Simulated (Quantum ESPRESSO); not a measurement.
# Cl on fcc sites of Ru(0001), stepped through the coverage, part 2 of 8

What law, if any, do the results for Cl on fcc sites of Ru(0001) follow against the coverage?

Quantum ESPRESSO 7.5; plane-wave DFT, PBE, GBRV ultrasoft pseudopotentials.

So far. Step 2 (Variable-cell relaxation of the reference):  The last row is no step: it is a fresh SCF in the final cell with a new plane-wave basis, -0 meV from the row before. The relaxed cell has a = 2.720, c = 4.289 Å (conventional setting).

### 3. Self-consistent run of the reference

A bulk run at that cell gives the reference energy and levels.

Input file ref.bulk.in:

```
&control
  prefix = 'ref.bulk'
  outdir = './out'
  pseudo_dir = './pseudo'
  calculation = 'scf'
  tprnfor = .true.
/
&system
  ibrav = 0
  nat = 2
  ntyp = 1
  ecutwfc = 40
  ecutrho = 200
  occupations = 'smearing'
  smearing = 'mv'
  degauss = 0.02
/
&electrons
  conv_thr = 1e-09
  mixing_beta = 0.4
  electron_maxstep = 120
/
ATOMIC_SPECIES
  Ru  101.0700  ru_pbe_v1.2.uspp.F.UPF
CELL_PARAMETERS angstrom
  2.72024409300000 0.00000000000000 0.00000000000000
  -1.36012204700000 2.35580048900000 0.00000000000000
  0.00000000000000 0.00000000000000 4.28939302000000
ATOMIC_POSITIONS crystal
  Ru  0.333333333300 0.666666666700 0.250000000000
  Ru  0.666666666700 0.333333333300 0.750000000000
K_POINTS automatic
  17 17 10 0 0 0
```

Launch:

```bash
$ OMP_NUM_THREADS=1 mpirun -n 8 pw.x -nk 8 -in ref.bulk.in > ref.bulk.out
```

What it wrote:

```text
[banner, memory and clock lines left out]
Program PWSCF v.7.5 starts
[citation notice left out]

[...]
Message from routine setup:
[...]
bravais-lattice index     =            0
     lattice parameter (alat)  =       5.1405  a.u.
     unit-cell volume          =     185.4978 (a.u.)^3
     number of atoms/cell      =            2
     number of atomic types    =            1
     number of electrons       =        32.00
     number of Kohn-Sham states=           20
     kinetic-energy cutoff     =      40.0000  Ry
     charge density cutoff     =     200.0000  Ry
     scf convergence threshold =      1.0E-09
     mixing beta               =       0.4000
     number of iterations used =            8  plain     mixing
     Exchange-correlation= SLA  PW   PBE  PBE
                           (   1   4   3   4   0   0   0)

[...]
PseudoPot. # 1 for Ru read from file:
     ./pseudo/ru_pbe_v1.2.uspp.F.UPF
     Pseudo is Ultrasoft + core correction, Zval = 16.0
     Generated by new atomic code, or converted to UPF format
     Using radial grid of  967 points,  6 beta functions with:
                l(1) =   0
                l(2) =   0
                l(3) =   1
                l(4) =   1
                l(5) =   2
                l(6) =   2
     Q(r) pseudized with  8 coefficients,  rinner =    1.300   1.300   1.300
                                                       1.300   1.300

     atomic species   valence    mass     pseudopotential
     Ru               16.00   101.07000     Ru( 1.00)

     24 Sym. Ops., with inversion, found (12 have fractional translation)

[...]
number of k points=   198  Marzari-Vanderbilt smearing, width (Ry)=  0.0200

     Number of k-points >= 100: set verbosity='high' to print them.

     Dense  grid:     8899 G-vectors     FFT dimensions: (  24,  24,  40)

     Smooth grid:     6375 G-vectors     FFT dimensions: (  24,  24,  36)

     Initial potential from superposition of free atoms

     starting charge      30.0000, renormalised to      32.0000

     negative rho (up, down):  1.679E-01 0.000E+00
     Starting wfcs are   26 randomized atomic wfcs

     per-process dynamical memory:    17.7 Mb

     Self-consistent Calculation

     iteration #  1     ecut=    40.00 Ry     beta= 0.40
     Davidson diagonalization with overlap
     ethr =  1.00E-02,  avg # of iterations =  2.0

     negative rho (up, down):  1.651E-01 0.000E+00

     total energy              =    -388.19558563 Ry
     estimated scf accuracy    <       2.41758330 Ry

     iteration #  2     ecut=    40.00 Ry     beta= 0.40
[...]
negative rho (up, down):  1.654E-01 0.000E+00

[...]
total energy              =    -388.49904861 Ry
     estimated scf accuracy    <       0.05891691 Ry

     iteration #  3     ecut=    40.00 Ry     beta= 0.40
[...]
negative rho (up, down):  1.649E-01 0.000E+00

[...]
total energy              =    -388.51666496 Ry
     estimated scf accuracy    <       0.00217172 Ry

     iteration #  4     ecut=    40.00 Ry     beta= 0.40
[...]
negative rho (up, down):  1.646E-01 0.000E+00

[...]
total energy              =    -388.51685167 Ry
     estimated scf accuracy    <       0.00248898 Ry

     iteration #  5     ecut=    40.00 Ry     beta= 0.40
[...]
negative rho (up, down):  1.644E-01 0.000E+00

[...]
total energy              =    -388.51743471 Ry
     estimated scf accuracy    <       0.00002257 Ry

     iteration #  6     ecut=    40.00 Ry     beta= 0.40
[...]
negative rho (up, down):  1.643E-01 0.000E+00

[...]
total energy              =    -388.51744305 Ry
     estimated scf accuracy    <       0.00000181 Ry

     iteration #  7     ecut=    40.00 Ry     beta= 0.40
[...]
negative rho (up, down):  1.643E-01 0.000E+00

[...]
total energy              =    -388.51744300 Ry
     estimated scf accuracy    <       0.00000041 Ry

     iteration #  8     ecut=    40.00 Ry     beta= 0.40
[...]
negative rho (up, down):  1.642E-01 0.000E+00

[...]
total energy              =    -388.51744307 Ry
     estimated scf accuracy    <       0.00000001 Ry

     iteration #  9     ecut=    40.00 Ry     beta= 0.40
[...]
negative rho (up, down):  1.642E-01 0.000E+00

[...]
total energy              =    -388.51744307 Ry
     estimated scf accuracy    <          1.2E-09 Ry

     iteration # 10     ecut=    40.00 Ry     beta= 0.40
[...]
negative rho (up, down):  1.642E-01 0.000E+00

[...]
total energy              =    -388.51744307 Ry
     estimated scf accuracy    <          1.1E-09 Ry

     iteration # 11     ecut=    40.00 Ry     beta= 0.40
[...]
negative rho (up, down):  1.642E-01 0.000E+00

[...]
End of self-consistent calculation

     Number of k-points >= 100: set verbosity='high' to print the bands.

     the Fermi energy is    23.4193 ev

!    total energy              =    -388.51744307 Ry
     estimated scf accuracy    <          1.5E-11 Ry
     smearing contrib. (-TS)   =      -0.00017977 Ry
     internal energy E=F+TS    =    -388.51726330 Ry

     The total energy is F=E-TS. E is the sum of the following terms:
     one-electron contribution =     -66.95807430 Ry
     hartree contribution      =      56.93416223 Ry
     xc contribution           =     -51.87219105 Ry
     ewald contribution        =    -326.62116018 Ry

     convergence has been achieved in  11 iterations

     negative rho (up, down):  1.642E-01 0.000E+00

     Forces acting on atoms (cartesian axes, Ry/au):

     atom    1 type  1   force =     0.00000000    0.00000000    0.00000000
     atom    2 type  1   force =    -0.00000000   -0.00000000    0.00000000

     Total force =     0.000000     Total SCF correction =     0.000000

[...]
```

Elapsed: 8.7 s, on 8 MPI ranks of Arm Neoverse V1, shared host; peak memory 0.43 GiB; 68 s of CPU time.

This step gave:

```
free energy : -5286.0491 eV
```

### 4. Relaxation with pw.x of the reference

The free molecule gives the reference for adsorption energies.

System of this step: Cl2 molecule in a box. The cell holds 2 atoms: 2 Cl. Cell: a = 11.000 Å, b = 11.500 Å, c = 13.000 Å, α = 90.0°, β = 90.0°, γ = 90.0°. Vacuum lies along a, b and c.

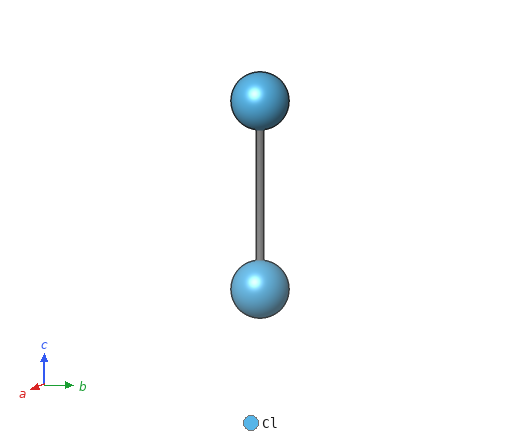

The cell of this step (chlorine blue).

Input file ref.gas.in:

```
&control
  prefix = 'ref.gas'
  outdir = './out'
  pseudo_dir = './pseudo'
  nstep = 40
  forc_conv_thr = 0.001
  calculation = 'relax'
/
&system
  ibrav = 0
  nat = 2
  ntyp = 1
  ecutwfc = 40
  ecutrho = 200
  occupations = 'smearing'
  smearing = 'gaussian'
  degauss = 0.002
/
&electrons
  conv_thr = 1e-07
  mixing_beta = 0.4
  electron_maxstep = 120
/
&ions
/
ATOMIC_SPECIES
  Cl  35.4500  cl_pbe_v1.4.uspp.F.UPF
CELL_PARAMETERS angstrom
  11.00000000000000 0.00000000000000 0.00000000000000
  0.00000000000000 11.50000000000000 0.00000000000000
  0.00000000000000 0.00000000000000 13.00000000000000
ATOMIC_POSITIONS crystal
  Cl  0.500000000000 0.500000000000 0.423076923077
  Cl  0.500000000000 0.500000000000 0.576923076923
K_POINTS automatic
  1 1 1 0 0 0
```

Launch:

```bash
$ OMP_NUM_THREADS=1 mpirun -n 8 pw.x -nk 1 -in ref.gas.in > ref.gas.out
```

What it wrote:

```text
[banner, memory and clock lines left out]
Program PWSCF v.7.5 starts

          URL

     Message from routine setup:
     using ibrav=0 with symmetry is DISCOURAGED, use correct ibrav instead

     bravais-lattice index     =            0
     lattice parameter (alat)  =      20.7870  a.u.
     unit-cell volume          =   11097.6361 (a.u.)^3
     number of atoms/cell      =            2
     number of atomic types    =            1
     number of electrons       =        14.00
     number of Kohn-Sham states=           11
     kinetic-energy cutoff     =      40.0000  Ry
     charge density cutoff     =     200.0000  Ry
     scf convergence threshold =      1.0E-07
     mixing beta               =       0.4000
     number of iterations used =            8  plain     mixing
     energy convergence thresh.=      1.0E-04
     force convergence thresh. =      1.0E-03
     Exchange-correlation=  SLA  PW   PBX  PBC
                           (   1   4   3   4   0   0   0)
     nstep                     =           40

     celldm(1)=  20.786987  celldm(2)=   0.000000  celldm(3)=   0.000000
     celldm(4)=   0.000000  celldm(5)=   0.000000  celldm(6)=   0.000000

     crystal axes: (cart. coord. in units of alat)
               a(1) = (   1.000000   0.000000   0.000000 )
               a(2) = (   0.000000   1.045455   0.000000 )
               a(3) = (   0.000000   0.000000   1.181818 )

     reciprocal axes: (cart. coord. in units 2 pi/alat)
               b(1) = (  1.000000  0.000000  0.000000 )
               b(2) = (  0.000000  0.956522  0.000000 )
               b(3) = (  0.000000  0.000000  0.846154 )

     PseudoPot. # 1 for Cl read from file:
     ./pseudo/cl_pbe_v1.4.uspp.F.UPF
     Pseudo is Ultrasoft + core correction, Zval =  7.0
     Generated by new atomic code, or converted to UPF format
     Using radial grid of  909 points,  6 beta functions with:
                l(1) =   0
                l(2) =   0
                l(3) =   1
                l(4) =   1
                l(5) =   2
                l(6) =   2
     Q(r) pseudized with  8 coefficients,  rinner =    1.300   1.300   1.300
                                                       1.300   1.300

     atomic species   valence    mass     pseudopotential
     Cl                7.00    35.45000     Cl( 1.00)

      8 Sym. Ops., with inversion, found

   Cartesian axes

     site n.     atom                  positions (alat units)
         1        Cl     tau(   1) = (   0.5000000   0.5227273   0.5000000  )
         2        Cl     tau(   2) = (   0.5000000   0.5227273   0.6818182  )

     number of k points=     1  Gaussian smearing, width (Ry)=  0.0020
                       cart. coord. in units 2pi/alat
        k(    1) = (   0.0000000   0.0000000   0.0000000), wk =   2.0000000

     Dense  grid:   530123 G-vectors     FFT dimensions: (  96, 100, 120)

     Smooth grid:   379275 G-vectors     FFT dimensions: (  90,  90, 100)

     Initial potential from superposition of free atoms

     starting charge      14.0000, renormalised to      14.0000

     negative rho (up, down):  3.204E-02 0.000E+00
     Starting wfcs are    8 randomized atomic wfcs +    3 random wfcs

     per-process dynamical memory:    41.2 Mb

     Self-consistent Calculation

     iteration #  1     ecut=    40.00 Ry     beta= 0.40
     Davidson diagonalization with overlap
     ethr =  1.00E-02,  avg # of iterations =  8.0

     Threshold (ethr) on eigenvalues was too large:
     Diagonalizing with lowered threshold

     Davidson diagonalization with overlap
     ethr =  4.16E-04,  avg # of iterations =  2.0

     negative rho (up, down):  3.180E-02 0.000E+00

     total energy              =     -66.57807632 Ry
     estimated scf accuracy    <       0.05629093 Ry

     iteration #  2     ecut=    40.00 Ry     beta= 0.40
     Davidson diagonalization with overlap
     ethr =  4.02E-04,  avg # of iterations =  1.0

     negative rho (up, down):  3.198E-02 0.000E+00

     total energy              =     -66.57326055 Ry
     estimated scf accuracy    <       0.01498977 Ry

     iteration #  3     ecut=    40.00 Ry     beta= 0.40
     Davidson diagonalization with overlap
     ethr =  1.07E-04,  avg # of iterations =  7.0

     negative rho (up, down):  3.165E-02 0.000E+00

     total energy              =     -66.57456184 Ry
     estimated scf accuracy    <       0.00012879 Ry

     iteration #  4     ecut=    40.00 Ry     beta= 0.40
     Davidson diagonalization with overlap
     ethr =  9.20E-07,  avg # of iterations = 11.0

     negative rho (up, down):  3.139E-02 0.000E+00

     total energy              =     -66.57464660 Ry
     estimated scf accuracy    <       0.00003529 Ry

     iteration #  5     ecut=    40.00 Ry     beta= 0.40
     Davidson diagonalization with overlap
     ethr =  2.52E-07,  avg # of iterations =  2.0

     negative rho (up, down):  3.125E-02 0.000E+00

     total energy              =     -66.57465676 Ry
     estimated scf accuracy    <       0.00000577 Ry

     iteration #  6     ecut=    40.00 Ry     beta= 0.40
     Davidson diagonalization with overlap
     ethr =  4.12E-08,  avg # of iterations =  2.0

     negative rho (up, down):  3.117E-02 0.000E+00

     total energy              =     -66.57465634 Ry
     estimated scf accuracy    <       0.00000194 Ry

     iteration #  7     ecut=    40.00 Ry     beta= 0.40
     Davidson diagonalization with overlap
     ethr =  1.39E-08,  avg # of iterations =  2.0

     negative rho (up, down):  3.113E-02 0.000E+00

     total energy              =     -66.57465724 Ry
     estimated scf accuracy    <       0.00000019 Ry

     iteration #  8     ecut=    40.00 Ry     beta= 0.40
     Davidson diagonalization with overlap
     ethr =  1.33E-09,  avg # of iterations =  4.0

     negative rho (up, down):  3.111E-02 0.000E+00

     total energy              =     -66.57465754 Ry
     estimated scf accuracy    <       0.00000016 Ry

     iteration #  9     ecut=    40.00 Ry     beta= 0.40
     Davidson diagonalization with overlap
     ethr =  1.15E-09,  avg # of iterations =  2.0

     negative rho (up, down):  3.109E-02 0.000E+00

     End of self-consistent calculation

          k = 0.0000 0.0000 0.0000 ( 47391 PWs)   bands (ev):

   -23.2485 -19.0479 -11.7035  -9.6808  -9.6807  -7.0497  -7.0496  -4.0605
    -0.3097   0.6071   0.6872

     the Fermi energy is    -5.1607 ev

!    total energy              =     -66.57465773 Ry
     estimated scf accuracy    <          9.1E-09 Ry
     smearing contrib. (-TS)   =      -0.00000000 Ry
     internal energy E=F+TS    =     -66.57465773 Ry

     The total energy is F=E-TS. E is the sum of the following terms:
     one-electron contribution =    -101.02263600 Ry
     hartree contribution      =      51.81214606 Ry
     xc contribution           =     -18.71606299 Ry
     ewald contribution        =       1.35189520 Ry

     convergence has been achieved in   9 iterations

     negative rho (up, down):  3.109E-02 0.000E+00

     Forces acting on atoms (cartesian axes, Ry/au):

     atom    1 type  1   force =     0.00000000    0.00000000   -0.00315535
     atom    2 type  1   force =     0.00000000    0.00000000    0.00315535

     Total force =     0.004462     Total SCF correction =     0.000312

     BFGS Geometry Optimization
     Energy error            =      2.0E-05 Ry
     Gradient error          =      3.2E-03 Ry/Bohr

     number of scf cycles    =   1
     number of bfgs steps    =   0

     energy             new  =     -66.5746577332 Ry

     new trust radius        =       0.0031553519 bohr
     new conv_thr            =       0.0000001000 Ry

ATOMIC_POSITIONS (crystal)
Cl               0.5000000000        0.5000000000        0.4229484815
Cl               0.5000000000        0.5000000000        0.5770515185

     XML data file
     NEW-OLD atomic charge density approx. for the potential

     negative rho (up, down):  3.111E-02 0.000E+00

     per-process dynamical memory:    56.9 Mb

     Self-consistent Calculation

     iteration #  1     ecut=    40.00 Ry     beta= 0.40
     Davidson diagonalization with overlap
     ethr =  1.00E-06,  avg # of iterations =  3.0

     Threshold (ethr) on eigenvalues was too large:
     Diagonalizing with lowered threshold

     Davidson diagonalization with overlap
     ethr =  7.07E-09,  avg # of iterations =  4.0

     negative rho (up, down):  3.109E-02 0.000E+00

     total energy              =     -66.57466947 Ry
     estimated scf accuracy    <       0.00000174 Ry

     iteration #  2     ecut=    40.00 Ry     beta= 0.40
     Davidson diagonalization with overlap
     ethr =  1.24E-08,  avg # of iterations =  2.0

     negative rho (up, down):  3.109E-02 0.000E+00

     total energy              =     -66.57466961 Ry
     estimated scf accuracy    <       0.00000027 Ry

     iteration #  3     ecut=    40.00 Ry     beta= 0.40
     Davidson diagonalization with overlap
     ethr =  1.91E-09,  avg # of iterations =  2.0

     negative rho (up, down):  3.108E-02 0.000E+00

     End of self-consistent calculation

          k = 0.0000 0.0000 0.0000 ( 47391 PWs)   bands (ev):

   -23.2271 -19.0577 -11.6971  -9.6710  -9.6709  -7.0572  -7.0572  -4.0875
    -0.3098   0.6075   0.6860

     the Fermi energy is    -5.1562 ev

!    total energy              =     -66.57466962 Ry
     estimated scf accuracy    <       0.00000005 Ry
     smearing contrib. (-TS)   =      -0.00000000 Ry
     internal energy E=F+TS    =     -66.57466962 Ry

     The total energy is F=E-TS. E is the sum of the following terms:
     one-electron contribution =    -100.94252322 Ry
     hartree contribution      =      51.77227545 Ry
     xc contribution           =     -18.71366864 Ry
     ewald contribution        =       1.30924680 Ry

     convergence has been achieved in   3 iterations

     negative rho (up, down):  3.108E-02 0.000E+00

     Forces acting on atoms (cartesian axes, Ry/au):

     atom    1 type  1   force =     0.00000000    0.00000000   -0.00073855
     atom    2 type  1   force =     0.00000000    0.00000000    0.00073855

     Total force =     0.001044     Total SCF correction =     0.000280
     SCF correction compared to forces is large: reduce conv_thr to get better values
     Energy error            =      1.2E-05 Ry
     Gradient error          =      7.4E-04 Ry/Bohr

     bfgs converged in   2 scf cycles and   1 bfgs steps
     (criteria: energy <  1.0E-04 Ry, force <  1.0E-03 Ry/Bohr)

     End of BFGS Geometry Optimization

     Final energy             =     -66.5746696160 Ry

     File ./out/ref.gas.bfgs deleted, as requested
Begin final coordinates

ATOMIC_POSITIONS (crystal)
Cl               0.5000000000        0.5000000000        0.4229484815
Cl               0.5000000000        0.5000000000        0.5770515185
End final coordinates

     XML data file, charge density, pseudopotentials, collected wavefunctions

                                        0.00s GPU  (      67 calls)
```

It took 11 s on 8 MPI ranks; peak memory 2.2 GiB.

No atom moved by 0.005 Å in the relaxation.

Numbers from this step:

```
free energy  : -905.7945 eV
Fermi energy : -5.156 eV
```

[end of part 2 of 8]

[Logs are printed without paths, hosts, clocks, repeated set-up lines and the standing remarks that a program may print on its own settings, such as how far it seeks lower states.]

[Hosts, paths, dates, database ids (printed as entryN), source tags and the programs' standing remarks are cut or masked in the printed files.]

[Maps of the electrostatic potential energy from Ansatz leave out the sawtooth potential of an applied field or a dipole correction, so their vacuum need not be flat; planar profiles and work functions include it.]
